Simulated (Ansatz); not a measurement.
**BNH3ClO (SMILES NB(O)Cl) at BLYP/def2-SVPD**

What is the vertical ionisation energy of BNH3ClO at BLYP/def2-SVPD? 

The results are computed with Ansatz 0.2.0.

77 further runs of the same task are left out: 77 set aside as unsound or not needed.

## 1. The system as given

The species is BNH3ClO (7 atoms), meant as a singlet with charge 0. As SMILES, `NB(O)Cl`. The coordinates come from a PBE0-D4/def2-TZVP relaxation. This is one conformer, not always the lowest.

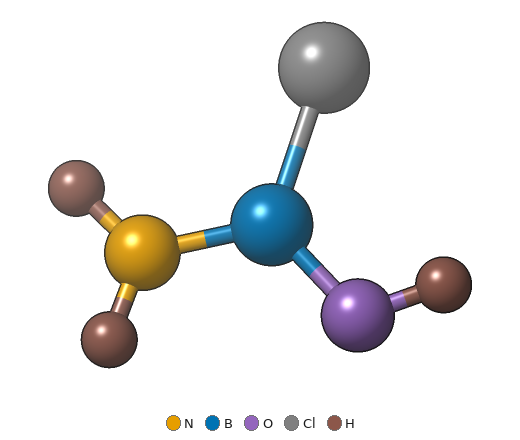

The structure, seen from a chosen angle (nitrogen amber, boron blue, oxygen purple, chlorine grey, hydrogen brown).

## 2. The energy at BLYP/def2-SVPD

job.yaml

```yaml
crystal:
  periodic: [false, false, false]
  atoms:
    - symbol: N
      position_ang: [-0.520100, 0.976200, -0.014400]
    - symbol: B
      position_ang: [0.060900, -0.288100, -0.083300]
    - symbol: O
      position_ang: [1.097000, -0.622600, 0.732400]
    - symbol: Cl
      position_ang: [-0.570000, -1.477100, -1.260400]
    - symbol: H
      position_ang: [-1.284200, 1.257300, -0.599100]
    - symbol: H
      position_ang: [-0.194300, 1.671700, 0.633400]
    - symbol: H
      position_ang: [1.410800, -1.517400, 0.591500]
basis:
  gaussian:
    orbitals: def2-SVPD
hamiltonian:
  xc: {name: BLYP}
accuracy: high
output: {orbitals: {seedname: orbitals}}
```

Started as:

```sh
$ ansatz run job.yaml --threads 1 --pin off --max-ram 3480MiB --events-out events.jsonl --progress --plain --runs-dir runs
```

The log of the run:

```text
Warning: RAYON_NUM_THREADS=1 ignored (pool sized by the plan → 1); use --threads N
Functional definition: BLYP
  name "BLYP"
  parameter beta = 0.0042
  parameter a = 0.04918
  parameter b = 0.132
  parameter c = 0.2533
  parameter d = 0.349
  exchange = b88_x(beta = beta)
  correlation = lyp_c(a = a, b = b, c = c, d = d)
2284 factors; integrals over basis functions are off by at most 3.6e-9 eV
mean field evaluation 1: about -16768.7043 eV, gradient 8.1e1 eV
mean field evaluation 2: about -16722.7528 eV, gradient 1.6e2 eV
mean field evaluation 4: about -16780.5902 eV, gradient 1.6e1 eV
mean field evaluation 8: about -16781.0997 eV, gradient 5.6e-1 eV
mean field evaluation 16: about -16781.1004 eV, gradient 1.5e-5 eV
mean field -16781.10038919 eV, -616.6940646645 hartree, gradient 3.0e-8 eV, S^2 0.000000; 0 other end points of the search recorded, 0 dependent functions left out
reference -16781.10043895 eV, -616.6940664928 hartree; 20, 20 occupied and 94, 94 virtual orbitals, 2284 factors
Total energy: -16781.10043895 eV, -616.6940664928 hartree
```

Run time: 5.7 s. Hardware: 1 thread of Intel Xeon 6975P-C (Granite Rapids), shared host; peak memory 0.33 GiB.

## 3. The doublet cation at the same level

input.yaml

```yaml
basis:
  gaussian:
    orbitals: def2-SVPD
crystal:
  periodic: [false, false, false]
  atoms:
    - symbol: "N"
      position_ang: [-0.520100, 0.976200, -0.014400]
    - symbol: B
      position_ang: [0.060900, -0.288100, -0.083300]
    - symbol: O
      position_ang: [1.097000, -0.622600, 0.732400]
    - symbol: Cl
      position_ang: [-0.570000, -1.477100, -1.260400]
    - symbol: H
      position_ang: [-1.284200, 1.257300, -0.599100]
    - symbol: H
      position_ang: [-0.194300, 1.671700, 0.633400]
    - symbol: H
      position_ang: [1.410800, -1.517400, 0.591500]
total_charge: 1
magnetization:
  spin_polarized: true
  initial_magnetization: 1
hamiltonian:
  xc: {name: BLYP}
accuracy: high
output:
  orbitals: {seedname: orbitals}
```

Started as:

```sh
$ ansatz run input.yaml --threads 1 --pin off --max-ram 3480MiB --events-out events.jsonl --progress --plain --runs-dir runs
```

The log of the run, cut to the lines that bear on the results:

```text
Warning: RAYON_NUM_THREADS=1 ignored (pool sized by the plan → 1); use --threads N
[... 9 set-up lines as earlier in the session ...]
2283 factors; integrals over basis functions are off by at most 3.6e-9 eV
mean field evaluation 1: about -16744.3153 eV, gradient 8.0e1 eV
mean field evaluation 2: about -16553.6430 eV, gradient 1.9e2 eV
mean field evaluation 4: about -16753.8156 eV, gradient 6.0e1 eV
mean field evaluation 8: about -16770.8389 eV, gradient 4.6e0 eV
mean field evaluation 16: about -16770.9774 eV, gradient 1.8e-2 eV
mean field evaluation 32: about -16770.9774 eV, gradient 1.6e-8 eV
mean field evaluation 64: about -16770.7371 eV, gradient 3.6e0 eV
mean field -16770.97738307 eV, -616.3220510511 hartree, gradient 1.6e-8 eV, S^2 0.754403; 5 other end points of the search recorded, 0 dependent functions left out
reference -16770.97743429 eV, -616.3220529333 hartree; 20, 19 occupied and 94, 95 virtual orbitals, 2283 factors
Total energy: -16770.97743429 eV, -616.3220529333 hartree
```

Wall time 14 s (1 thread of Intel Xeon 6975P-C (Granite Rapids), shared host); peak memory 0.43 GiB.

## 4. Results

At BLYP/def2-SVPD:

| quantity | value |
| --- | --- |
| singlet BNH3ClO: total energy | -616.69407 Eh |
| singlet BNH3ClO: HOMO energy | -6.63 eV |
| singlet BNH3ClO: LUMO energy | -0.65 eV |
| singlet BNH3ClO: HOMO–LUMO gap | 5.97 eV |
| doublet cation: total energy | -616.32205 Eh |
| doublet cation: HOMO energy (highest over α and β) | -13.63 eV |
| doublet cation: LUMO energy (lowest over α and β) | -13.55 eV |
| doublet cation: ⟨S²⟩ | 0.754 |
| vertical ionisation energy (to the doublet cation) | 10.123 eV |

In words: Removing an electron at fixed nuclei costs 10.12 eV (977 kJ/mol). The negative HOMO energy of the first species, 6.63 eV, lies 3.50 eV below that difference.
